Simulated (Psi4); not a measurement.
# doublet [H2]− at 6 levels

Aim: a comparison of 6 runs (U-wB97M-V/aug-cc-pVTZ, UB3LYP/aug-cc-pVTZ, UBHLYP/aug-cc-pVTZ, UCAM-B3LYP/aug-cc-pVTZ, UPBE/aug-cc-pVTZ, UPBE0/aug-cc-pVTZ) of doublet [H2]−. 

Program for the calculation: Psi4 1.11.

9 further runs of the same task are left out: 7 that didn't finish, 2 set aside as unsound or not needed.

## Step 1: The structure to begin with

The species is [H2]− (2 atoms), meant as a doublet with charge -1. As SMILES of the parent species, `[H][H]`. Geometry: relaxed at PBE0-D4/def2-TZVP. That shape belongs to the parent species and isn't relaxed for this state.

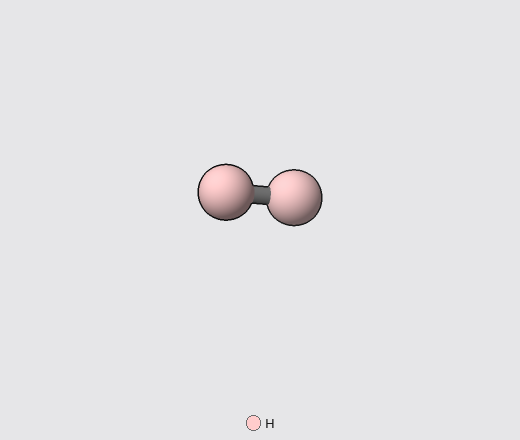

The structure, seen from a chosen angle (hydrogen pink).

## Step 2: A single-point energy at U-wB97M-V/aug-cc-pVTZ (run 1)

job.py

```python
import psi4

psi4.set_memory('1600 MB')
psi4.set_num_threads(1)
psi4.set_output_file('output.dat', False)

molecule = psi4.geometry("""
-1 2
H      0.60338955    -0.18746083     0.31274967
H     -0.60338955     0.18746083    -0.31274967
units bohr
symmetry c1
""")

options = {'basis': 'aug-cc-pVTZ', 'reference': 'uks', 'puream': True, 'e_convergence': 1e-09, 'd_convergence': 1e-08, 'scf_type': 'pk', 'dft_radial_points': 99, 'dft_spherical_points': 590, 'maxiter': 100}
psi4.set_options(options)

e_tot, wfn = psi4.energy("WB97M-V", return_wfn=True)
print(f'total energy {e_tot:.8f} hartree = {e_tot * 27.211386:.5f} eV')
for k, v in sorted(psi4.core.scalar_variables().items()):
    print(f'{k:45s} {v:18.10f}')
```

On the command line:

```console
$ python job.py
```

output.dat:

```text
[...]
  Running in c1 symmetry.
[...]
  Nuclear repulsion =    0.709214244738328
[...]
  Multiplicity = 2
[...]
  Nalpha       = 2
  Nbeta        = 1
[...]
    Number of basis functions: 46
[...]
   @UKS iter   1:    -1.08912082818584   -2.01891e-01   2.21702e-03 ADIIS/DIIS
[...]
   @UKS iter  24:    -1.10360365551594   -9.94760e-14   9.77260e-09 DIIS
[...]
   @S^2 Observed:                7.511603454E-01
[...]
    Orbital Energies [Eh]
    ---------------------
    Alpha Occupied:
       1A     -0.356843     2A      0.068933
    Alpha Virtual:
       3A      0.109101     4A      0.160934     5A      0.241927
       6A      0.318419     7A      0.318419     8A      0.325971
       9A      0.325971    10A      0.344667    11A      0.484884
      12A      0.781688    13A      0.852687    14A      0.889551
      15A      0.889552    16A      0.889882    17A      0.911642
      18A      0.911642    19A      0.989317    20A      0.989317
      21A      1.111129    22A      1.111129    23A      1.123967
      24A      1.123967    25A      1.494365    26A      1.909221
[...]
  @UKS Final Energy:    -1.10360365551594
   => Energetics <=
    Nuclear Repulsion Energy =              0.7092142447383283
    One-Electron Energy =                  -2.7958299214717286
    Two-Electron Energy =                   1.3208822391251687
    DFT Exchange-Correlation Energy =      -0.3503773809470067
    Empirical Dispersion Energy =           0.0000000000000000
    VV10 Nonlocal Energy =                  0.0125071630392951
    Total Energy =                         -1.1036036555159430
[...]
 Multipole Moments:
 ------------------------------------------------------------------------------------
     Multipole            Electronic (a.u.)      Nuclear  (a.u.)        Total (a.u.)
 ------------------------------------------------------------------------------------
 L = 1.  Multiply by 2.5417464519 to convert [e a0] to [Debye]
 Dipole X            :         -0.0000000            0.0000000           -0.0000000
 Dipole Y            :          0.0000000            0.0000000            0.0000000
 Dipole Z            :          0.0000000            0.0000000            0.0000000
 Magnitude           :                                                    0.0000000
[...]
```

On the terminal:

```text
total energy -1.10360366 hartree = -30.03059 eV
CURRENT ENERGY                                     -1.1036036555
CURRENT REFERENCE ENERGY                           -1.1036036555
DD SOLVATION ENERGY                                 0.0000000000
DFT FUNCTIONAL TOTAL ENERGY                        -1.1036036555
DFT TOTAL ENERGY                                   -1.1036036555
DFT VV10 ENERGY                                     0.0125071630
DFT XC ENERGY                                      -0.3503773809
GRID ELECTRONS ALPHA                                2.0004876238
GRID ELECTRONS BETA                                 1.0000000075
GRID ELECTRONS TOTAL                                3.0004876313
NUCLEAR REPULSION ENERGY                            0.7092142447
ONE-ELECTRON ENERGY                                -2.7958299215
PCM POLARIZATION ENERGY                             0.0000000000
PE ENERGY                                           0.0000000000
SCF ITERATION ENERGY                               -1.1036036555
SCF ITERATIONS                                     24.0000000000
SCF TOTAL ENERGY                                   -1.1036036555
TWO-ELECTRON ENERGY                                 1.3208822391
XC GRID RADIAL POINTS                              99.0000000000
XC GRID SPHERICAL POINTS                          590.0000000000
XC GRID TOTAL POINTS                           114122.0000000000
```

It took 19 s on 1 thread of AMD EPYC 9R45 (Zen 5), shared host; peak memory 0.61 GiB.

## Step 3: A single-point energy at UB3LYP/aug-cc-pVTZ (run 2)

job.in

```
memory 1600 mb

molecule {
  -1 2
  H      0.319300    -0.099200     0.165500
  H     -0.319300     0.099200    -0.165500
  symmetry c1
  no_reorient
  no_com
}

set {
  reference uks
  puream true
  e_convergence 1e-09
  d_convergence 1e-08
  scf_type pk
  dft_radial_points 99
  dft_spherical_points 590
  maxiter 100
}

energy_value, wavefunction = energy("b3lyp/aug-cc-pVTZ", return_wfn=True)
print_variables()
```

On the command line:

```console
$ psi4 job.in job.out -n 1
```

job.out:

```text
[...]
  Running in c1 symmetry.
[...]
  Nuclear repulsion =    0.709214241018519
[...]
  Multiplicity = 2
[...]
  Nalpha       = 2
  Nbeta        = 1
[...]
    Number of basis functions: 46
[...]
   @UKS iter   1:    -1.05215045416358   -1.20228e-01   4.49159e-03 ADIIS/DIIS
[...]
   @UKS iter   9:    -1.14146186804454   -2.71272e-12   9.06060e-10 DIIS
[...]
   @S^2 Observed:                7.500429806E-01
[...]
    Orbital Energies [Eh]
    ---------------------
    Alpha Occupied:
       1A     -0.273836     2A      0.077833
    Alpha Virtual:
       3A      0.113667     4A      0.225760     5A      0.265749
       6A      0.265749     7A      0.344529     8A      0.358746
       9A      0.358746    10A      0.452517    11A      0.457150
      12A      0.755498    13A      0.807240    14A      0.807243
      15A      0.904208    16A      0.904208    17A      0.910243
      18A      0.910243    19A      0.914213    20A      1.055679
      21A      1.078453    22A      1.078454    23A      1.091067
      24A      1.091067    25A      1.482090    26A      1.897238
[...]
  @UKS Final Energy:    -1.14146186804454
   => Energetics <=
    Nuclear Repulsion Energy =              0.7092142410185192
    One-Electron Energy =                  -2.7676814763974225
    Two-Electron Energy =                   1.5600823141472098
    DFT Exchange-Correlation Energy =      -0.6430769468128471
    Empirical Dispersion Energy =           0.0000000000000000
    VV10 Nonlocal Energy =                  0.0000000000000000
    Total Energy =                         -1.1414618680445408
[...]
 Multipole Moments:
 ------------------------------------------------------------------------------------
     Multipole            Electronic (a.u.)      Nuclear  (a.u.)        Total (a.u.)
 ------------------------------------------------------------------------------------
 L = 1.  Multiply by 2.5417464519 to convert [e a0] to [Debye]
 Dipole X            :          0.0000000            0.0000000            0.0000000
 Dipole Y            :         -0.0000000            0.0000000           -0.0000000
 Dipole Z            :          0.0000000            0.0000000            0.0000000
 Magnitude           :                                                    0.0000000
[...]
```

Run time: 2.6 s. Hardware: 1 thread of AMD EPYC 9R45 (Zen 5), shared host; peak memory 0.36 GiB.

Runs 3 to 4 aren't shown in full; the table further down has their settings and results.

## Step 4: Energy and gradient at UPBE/aug-cc-pVTZ (run 5)

calc.inp

```
memory 1600 MB

molecule {
  -1 2
  H      0.319300    -0.099200     0.165500
  H     -0.319300     0.099200    -0.165500
  symmetry c1
  no_reorient
  no_com
}

set {
  basis aug-cc-pVTZ
  reference uks
  puream true
  e_convergence 1e-09
  d_convergence 1e-08
  scf_type pk
  dft_radial_points 99
  dft_spherical_points 590
  maxiter 100
}

e, wfn = gradient("pbe", return_wfn=True)
```

On the command line:

```console
$ psi4 -n 1 calc.inp calc.out
```

calc.out:

```text
[...]
  Running in c1 symmetry.
[...]
  Nuclear repulsion =    0.709214241018519
[...]
  Multiplicity = 2
[...]
  Nalpha       = 2
  Nbeta        = 1
[...]
    Number of basis functions: 46
[...]
   @UKS iter   1:    -1.00485440613158   -7.21579e-02   5.53017e-03 ADIIS/DIIS
[...]
   @UKS iter   8:    -1.12932030408591   -1.48881e-12   1.51291e-09 DIIS
[...]
   @S^2 Observed:                7.500378588E-01
[...]
    Orbital Energies [Eh]
    ---------------------
    Alpha Occupied:
       1A     -0.223168     2A      0.083863
    Alpha Virtual:
       3A      0.098300     4A      0.206599     5A      0.246334
       6A      0.246334     7A      0.324379     8A      0.338886
       9A      0.338886    10A      0.423659    11A      0.435784
      12A      0.727387    13A      0.783989    14A      0.783989
      15A      0.869868    16A      0.869868    17A      0.879255
      18A      0.879255    19A      0.885827    20A      1.032468
      21A      1.058361    22A      1.058361    23A      1.069140
      24A      1.069140    25A      1.442107    26A      1.857208
[...]
  @UKS Final Energy:    -1.12932030408591
   => Energetics <=
    Nuclear Repulsion Energy =              0.7092142410185192
    One-Electron Energy =                  -2.7629994193368672
    Two-Electron Energy =                   1.6991116442107570
    DFT Exchange-Correlation Energy =      -0.7746467699783183
    Empirical Dispersion Energy =           0.0000000000000000
    VV10 Nonlocal Energy =                  0.0000000000000000
    Total Energy =                         -1.1293203040859092
[...]
 Multipole Moments:
 ------------------------------------------------------------------------------------
     Multipole            Electronic (a.u.)      Nuclear  (a.u.)        Total (a.u.)
 ------------------------------------------------------------------------------------
 L = 1.  Multiply by 2.5417464519 to convert [e a0] to [Debye]
 Dipole X            :          0.0000000            0.0000000            0.0000000
 Dipole Y            :         -0.0000000            0.0000000           -0.0000000
 Dipole Z            :          0.0000000            0.0000000            0.0000000
 Magnitude           :                                                    0.0000000
[...]
  -Total Gradient:
     Atom            X                  Y                   Z
    ------   -----------------  -----------------  -----------------
       1       -0.010261928961     0.003188172104    -0.005318976646
       2        0.010261928960    -0.003188172104     0.005318976646
[...]
```

Run time: 2.8 s. Hardware: 1 thread of AMD EPYC 9R45 (Zen 5), shared host; peak memory 0.36 GiB.

## Step 5: Energy and gradient at UPBE0/aug-cc-pVTZ (run 6)

h2.xyz

```xyz
2
H2
H      0.319300    -0.099200     0.165500
H     -0.319300     0.099200    -0.165500
```

calc.py

```python
import psi4

psi4.set_memory(1600000000)
psi4.set_num_threads(1)
psi4.core.set_output_file('psi4.out', False)

with open('h2.xyz') as f:
    atoms = ''.join(f.readlines()[2:])
mol = psi4.geometry('-1 2\n' + atoms + 'symmetry c1')

options = {'basis': 'aug-cc-pVTZ', 'reference': 'uks', 'puream': True, 'e_convergence': 1e-09, 'd_convergence': 1e-08, 'scf_type': 'pk', 'dft_radial_points': 99, 'dft_spherical_points': 590, 'maxiter': 100}
psi4.set_options(options)

result, w = psi4.gradient('PBE0', molecule=mol, return_wfn=True)
psi4.oeprop(w, 'LOWDIN_CHARGES', 'MULLIKEN_CHARGES', 'DIPOLE', title='PBE0')
print('gradient / Eh bohr^-1')
print(result.np.round(6))
print(f'energy = {w.energy():.10f} Eh')
for k, v in sorted(psi4.core.scalar_variables().items()):
    print(f'{k:45s} {v:18.10f}')
```

On the command line:

```console
$ python calc.py
```

psi4.out, shortened:

```text
[...]
  Running in c1 symmetry.
[...]
  Nuclear repulsion =    0.709214241018519
[...]
  Multiplicity = 2
[...]
  Nalpha       = 2
  Nbeta        = 1
[...]
    Number of basis functions: 46
[...]
   @UKS iter   1:    -1.04730216158090   -1.28925e-01   4.05386e-03 ADIIS/DIIS
[...]
   @UKS iter   8:    -1.12930380660283   -7.41052e-12   3.76166e-09 DIIS
[...]
   @S^2 Observed:                7.500567718E-01
[...]
  @UKS Final Energy:    -1.12930380660283
   => Energetics <=
    Nuclear Repulsion Energy =              0.7092142410185193
    One-Electron Energy =                  -2.7648338327439612
    Two-Electron Energy =                   1.5201045264632542
    DFT Exchange-Correlation Energy =      -0.5937887413406439
    Empirical Dispersion Energy =           0.0000000000000000
    VV10 Nonlocal Energy =                  0.0000000000000000
    Total Energy =                         -1.1293038066028318
[...]
  -Total Gradient:
     Atom            X                  Y                   Z
    ------   -----------------  -----------------  -----------------
       1       -0.008210252316     0.000000000000    -0.000000000000
       2        0.008210252316    -0.000000000000    -0.000000000000
[...]
 Multipole Moments:
 ------------------------------------------------------------------------------------
     Multipole            Electronic (a.u.)      Nuclear  (a.u.)        Total (a.u.)
 ------------------------------------------------------------------------------------
 L = 1.  Multiply by 2.5417464519 to convert [e a0] to [Debye]
 Dipole X            :         -0.0000000            0.0000000           -0.0000000
 Dipole Y            :          0.0000000            0.0000000            0.0000000
 Dipole Z            :          0.0000000            0.0000000            0.0000000
 Magnitude           :                                                    0.0000000
[...]
  Mulliken Charges: (a.u.)
   Center  Symbol    Alpha    Beta     Spin     Total
       1     H     1.00000  0.50000  0.50000 -0.50000
       2     H     1.00000  0.50000  0.50000 -0.50000
   Total alpha =  2.00000, Total beta =  1.00000, Total charge = -1.00000
  Lowdin Charges: (a.u.)
   Center  Symbol    Alpha    Beta     Spin     Total
       1     H     1.00000  0.50000  0.50000 -0.50000
       2     H     1.00000  0.50000  0.50000 -0.50000
  Total alpha =  2.00000, Total beta =  1.00000, Total charge = -1.00000
```

Standard output:

```text
gradient / Eh bohr^-1
[[-0.00821  0.      -0.     ]
 [ 0.00821 -0.      -0.     ]]
energy = -1.1293038066 Eh
CURRENT ENERGY                                     -1.1293038066
CURRENT REFERENCE ENERGY                           -1.1293038066
DD SOLVATION ENERGY                                 0.0000000000
DFT FUNCTIONAL TOTAL ENERGY                        -1.1293038066
DFT TOTAL ENERGY                                   -1.1293038066
DFT VV10 ENERGY                                     0.0000000000
DFT XC ENERGY                                      -0.5937887413
GRID ELECTRONS ALPHA                                2.0006663672
GRID ELECTRONS BETA                                 1.0000000135
GRID ELECTRONS TOTAL                                3.0006663807
NUCLEAR REPULSION ENERGY                            0.7092142410
ONE-ELECTRON ENERGY                                -2.7648338327
PCM POLARIZATION ENERGY                             0.0000000000
PE ENERGY                                           0.0000000000
SCF ITERATION ENERGY                               -1.1293038066
SCF ITERATIONS                                      8.0000000000
SCF TOTAL ENERGY                                   -1.1293038066
TWO-ELECTRON ENERGY                                 1.5201045265
XC GRID RADIAL POINTS                              99.0000000000
XC GRID SPHERICAL POINTS                          590.0000000000
XC GRID TOTAL POINTS                           114122.0000000000
```

Run time: 2.8 s. Hardware: 1 thread of AMD EPYC 9R45 (Zen 5), shared host; peak memory 0.36 GiB.

## Step 6: Overview of the runs

```csv
run,level,task,energy (Eh),HOMO energy (eV),LUMO energy (eV),⟨S²⟩,wall time
1,U-wB97M-V/aug-cc-pVTZ,energy,-1.103604,1.88,2.97,0.751,19 s
2,UB3LYP/aug-cc-pVTZ,energy,-1.141462,2.12,3.09,0.750,2.6 s
3,UBHLYP/aug-cc-pVTZ,gradient,-1.124669,1.92,3.60,0.750,2.7 s
4,UCAM-B3LYP/aug-cc-pVTZ,gradient,-1.127518,1.68,3.74,0.750,3.6 s
5,UPBE/aug-cc-pVTZ,gradient,-1.129320,2.28,2.67,0.750,2.8 s
6,UPBE0/aug-cc-pVTZ,gradient,-1.129304,2.01,3.03,0.750,2.8 s
```

## Step 7: Results

```
                                 quantity        value
                      run 6: total energy  -1.12930 Eh
run 6: HOMO energy (highest over α and β)      2.01 eV
 run 6: LUMO energy (lowest over α and β)      3.03 eV
                              run 6: ⟨S²⟩        0.750
          run 6: largest force on an atom   0.422 eV/Å
```

In words: Totals of different functionals can't be ranked against each other. In runs 1, 2, 3, 4, 5, 6 the HOMO lies above zero, so the outermost electron may be held by the basis alone. All runs together took 33 s, the longest 19 s.
